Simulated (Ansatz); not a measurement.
## Fields on a plane of VN (rock salt)

```
VN
1.0
    0.00000     2.05840     2.05840
    2.05840     0.00000     2.05840
    2.05840     2.05840     0.00000
N V
1 1
Direct
  0.00000   0.00000   0.00000
  0.50000   0.50000   0.50000
```

The slice is a {111} plane (indices of the conventional cell) through the point (0.500, 0.500, 0.500) (fractional), spanned by u = [100] and v = [-1 2 0] in vectors of this cell: u (2.91 Å) and v (5.04 Å, at 90° to u). It covers one period; positions are fractions (u, v).

Atoms on it: V at (0.00, 0.00); V at (0.50, 0.50).

These are PBE (plane waves to 420 eV, PAW, scalar-relativistic; Ansatz, a quantum-chemistry and plane-wave program) values and carry that method's errors. k mesh 19×19×19. Near the nuclei the fields are pseudised (PAW); where an atom keeps semicore shells as valence, they peak there. VN is run without spin polarisation. VN was relaxed with its symmetry unable to fall.

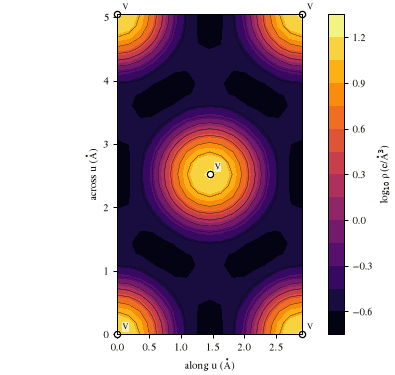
Fig. 1. Log₁₀ of the valence density in e/Å³, one period of the plane, atoms marked. The scale is logarithmic, as a density can span decades between atoms and voids.

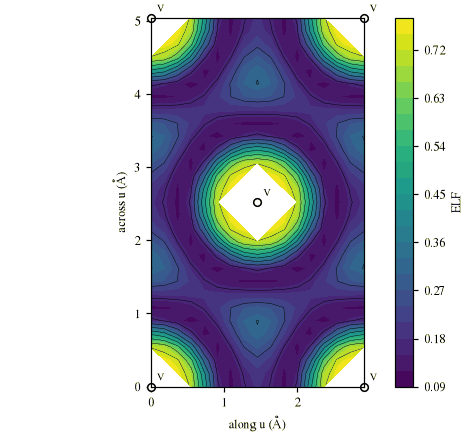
Figure: Electron localisation function (ELF), one period of the plane, atoms marked. Points within 0.4 Å of a nucleus are left white, as the pseudised field means little there.
